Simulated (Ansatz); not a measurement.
Input

```
crystal:
  periodic: [false, false, false]
  atoms:
    - {symbol: C, position_ang: [-0.374340, 1.052125, -0.802338]}
    - {symbol: N, position_ang: [-0.051955, -0.102348, -0.002787]}
    - {symbol: C, position_ang: [1.123312, 0.061853, 0.814412]}
    - {symbol: Si, position_ang: [-1.205791, -1.345200, 0.305153]}
    - {symbol: H, position_ang: [0.455586, 1.292108, -1.478814]}
    - {symbol: H, position_ang: [-0.569558, 1.941737, -0.187280]}
    - {symbol: H, position_ang: [-1.259073, 0.859533, -1.411774]}
    - {symbol: H, position_ang: [1.019283, 0.889764, 1.529658]}
    - {symbol: H, position_ang: [1.998306, 0.273378, 0.187038]}
    - {symbol: H, position_ang: [1.327067, -0.850403, 1.377920]}
    - {symbol: H, position_ang: [-1.956297, -1.558672, -0.970509]}
    - {symbol: H, position_ang: [-0.429538, -2.569173, 0.673322]}
basis:
  gaussian: {orbitals: def2-TZVPP}
magnetization: {spin_polarized: true, initial_magnetization: 1}
hamiltonian: {xc: pbe0, dispersion: d4}
output: {orbitals: {seedname: orbitals}}
```

Command:

```sh
ansatz run in.yaml --threads 4 --pin off --events-out ev --progress --plain --max-ram 10444MiB
```

Geometry: PBE0-D4/def2-TZVP.

Theory: UKS PBE0-D4/def2-TZVPP in Ansatz.

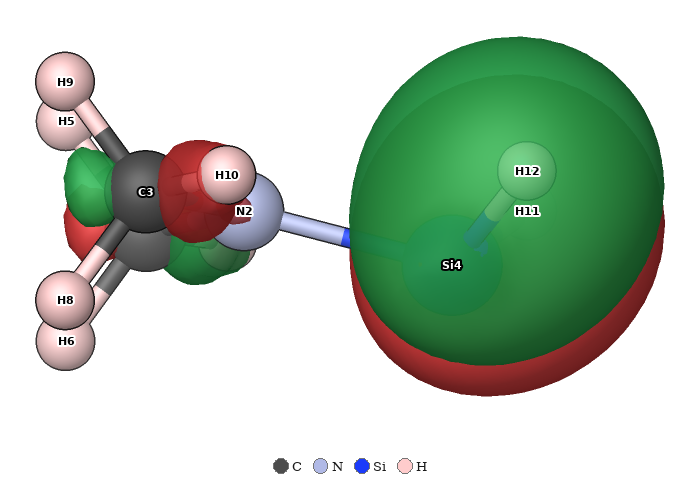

C2H8NSi (SMILES CN(C)[SiH2]) (doublet). The HOMO−1 (β) at ±0.1 Å⁻³ᐟ² (green and red are the two phases), seen from one side.

What is the character of this orbital?

Answer. Its weight (Hirshfeld) is mainly on Si4 (about 40 %), H11 (about 25 %) and H12 (about 25 %). Its energy is −9.23 eV.
